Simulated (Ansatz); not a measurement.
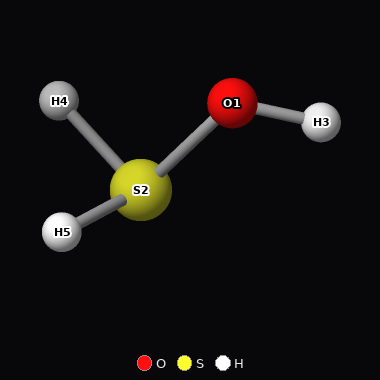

The system is H₃OS, SMILES O[SH2+], charge +1; the picture shows the reference structure. Coordinates scanned: (1) angle H3–O1–S2; (2) angle H5–S2–O1. Nothing is relaxed (all other coordinates rigid). Grid: 9 × 9 points. Points are written as (first, second). All energies are given in kJ/mol relative to the lowest grid point. Method: Ansatz 0.2.0, RHF-MP2, frozen core/def2-TZVP.

Its coordinates:

```yaml
atoms:
  - { symbol: O, position_ang: [0.4282, -0.8332, 0.3352] }
  - { symbol: S, position_ang: [-0.4547, 0.4427, -0.0157] }
  - { symbol: H, position_ang: [-0.0071, -1.3493, 1.0430] }
  - { symbol: H, position_ang: [-0.4704, 0.3452, -1.3632] }
  - { symbol: H, position_ang: [0.5040, 1.3946, 0.0007] }
```

Range: angle H3–O1–S2 from 74.6 to 144.6°; angle H5–S2–O1 from 64.7 to 134.7°.

**What landscape does the calculation give?**

The lowest grid point is at (109.6°, 99.7°). It is the only kind of minimum in the scanned range. The highest grid point, (74.6°, 64.7°), lies 278 kJ/mol above the lowest. Round the minimum the two coordinates are weakly coupled (coupling 0.11 in units of the two stiffnesses).

| angle H5–S2–O1 ↓, angle H3–O1–S2 → | 74.6 | 83.4 | 92.1 | 100.9 | 109.6 | 118.4 | 127.1 | 135.9 | 144.6 |
| --- | --- | --- | --- | --- | --- | --- | --- | --- | --- |
| 134.7 | 196 | 149 | 120 | 107 | 106 | 116 | 133 | 155 | 177 |
| 126.0 | 158 | 109 | 78 | 64 | 62 | 71 | 87 | 108 | 130 |
| 117.2 | 131 | 80 | 48 | 32 | 29 | 36 | 51 | 71 | 93 |
| 108.5 | 117 | 63 | 30 | 12 | 8 | 14 | 28 | 48 | 69 |
| 99.7 | 116 | 61 | 25 | 6 | 0 | 5 | 18 | 37 | 59 |
| 91.0 | 131 | 74 | 36 | 15 | 8 | 12 | 24 | 43 | 64 |
| 82.2 | 164 | 104 | 65 | 42 | 33 | 36 | 48 | 66 | 88 |
| 73.5 | 213 | 152 | 112 | 87 | 77 | 78 | 89 | 107 | 129 |
| 64.7 | 278 | 217 | 175 | 150 | 138 | 138 | 148 | 165 | 186 |

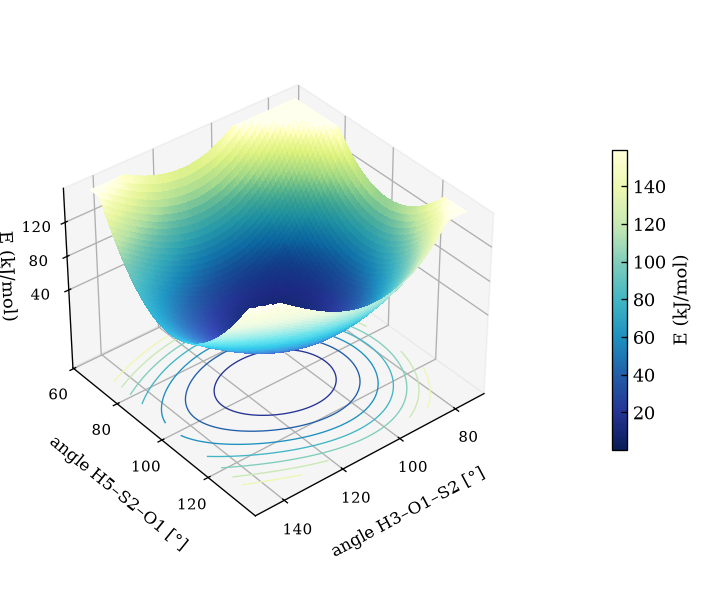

The picture shows a relief with its contours projected below, any walls above the top of the colour scale cut off. Between grid points the surface is interpolated.

Each point was launched as `ansatz run input.yaml --threads 1 --pin off --max-ram 2560MiB --backend cpu --events-out ev --progress --plain --runs-dir out`. The whole map (81 points run) took 9.2 min on 1 thread of Intel(R) Xeon(R) Processor @ 2.50GHz (Skylake/Cascade Lake), with other jobs on the host.
